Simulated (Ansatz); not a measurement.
# GeHBr (SMILES [GeH][Br]): BCCD/pcseg-1 (accuracy low)

Wanted: a geometry optimisation of GeHBr. 

The results are computed with Ansatz 0.2.0.

7 further runs of the same task are left out: 3 for a known fault of the program, 4 set aside as unsound or not needed.

### Step 1. The molecule

The species is GeHBr (3 atoms), meant as a singlet with charge 0. As SMILES, `[GeH][Br]`. Geometry: relaxed at PBE0-D4/def2-TZVP. The run starts from this shape.

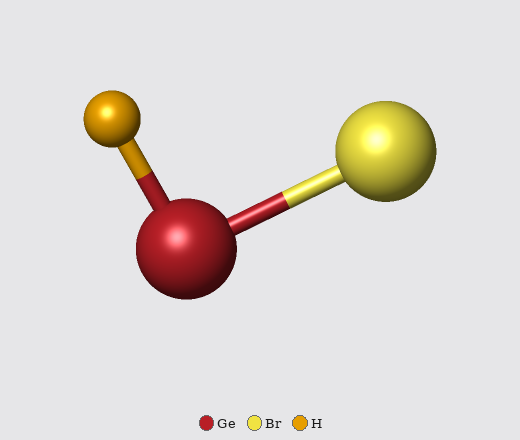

The structure, seen from a chosen angle (germanium red, bromine yellow, hydrogen amber).

### Step 2. A geometry optimisation at BCCD/pcseg-1 (accuracy low)

molecule.yaml reads:

```yaml
crystal:
  periodic: [false, false, false]
  atoms:
    - {symbol: Ge, position_ang: [0.359400, -0.859900, 0.094000]}
    - {symbol: Br, position_ang: [0.673600, 1.417200, 0.525900]}
    - {symbol: H, position_ang: [-1.044000, -0.622200, -0.633200]}
basis:
  gaussian:
    orbitals: pcseg-1.json
correlation:
  method: bccd
  frozen_orbitals: {Br: 9, Ge: 9, H: 0}
accuracy: low
relax:
  max_steps: 60
output: {orbitals: {seedname: orbitals}}
```

The basis set pcseg-1 is read from a file made from the Basis Set Exchange's data (not shown).

Command:

```console
$ ansatz run molecule.yaml --threads 1 --pin off --max-ram 2610MiB --events-out events.jsonl --progress --plain --runs-dir runs
```

Q: Predict the results. Wanted: total energy at the end; dipole moment; HOMO energy; LUMO energy; HOMO–LUMO gap; correlation energy.

Answer, from the run:

Level: BCCD/pcseg-1 (accuracy low), 18 core orbitals frozen.

```
                                    quantity           value
                     total energy at the end  -4648.00598 Eh
          dipole moment (correlated density)          2.03 D
         HOMO energy (Hartree–Fock orbitals)        -9.60 eV
         LUMO energy (Hartree–Fock orbitals)        -0.21 eV
       HOMO–LUMO gap (Hartree–Fock orbitals)         9.39 eV
correlation energy (18 core orbitals frozen)      -230.5 mEh
```

At the final geometry: Bond lengths: Ge1–Br2 2.383 Å, Ge1–H3 1.588 Å. Angles: Br2–Ge1–H3 93.8°. The restricted solution is unstable to spin breaking: an unrestricted one lies lower. The optimisation took 3 steps and changed the energy by -0.013 eV. Mulliken charges run from -0.36 on Br2 to +0.38 on Ge1; they depend strongly on the basis. The accuracy setting is loose, so the last digits carry no meaning.
